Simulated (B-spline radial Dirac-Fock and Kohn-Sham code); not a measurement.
Atomic Mn. Computed with a B-spline radial atomic code: a Dirac–Hartree–Slater potential; 1 + βP₂(cos θ) + (δ + γ cos²θ) sin θ cos φ with E1 and E1–E2 terms. Open shells are averaged over j.

Predict the main features of the following plot. Angular distribution of photoelectrons from L3 (2p3/2) in the plane of the polarisation E (up) and the photon direction k (right), relative to an isotropic one.

At 663 eV, β = 0.687, γ = −0.082 and δ = 0.010. At 4.13 keV, β = 1.128, γ = 0.980 and δ = 0.088. At 6.32 keV, β = 0.920, γ = 1.194 and δ = 0.141. At 6.32 keV the emission 45° forward of E is 2.5 times that 45° backward, and the lobe peaks 20° from E towards k.

The result:

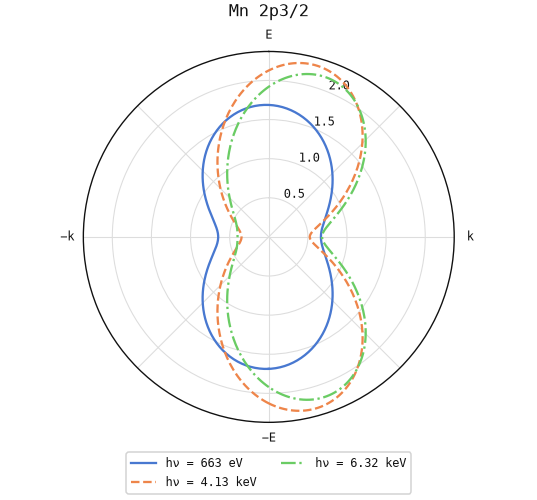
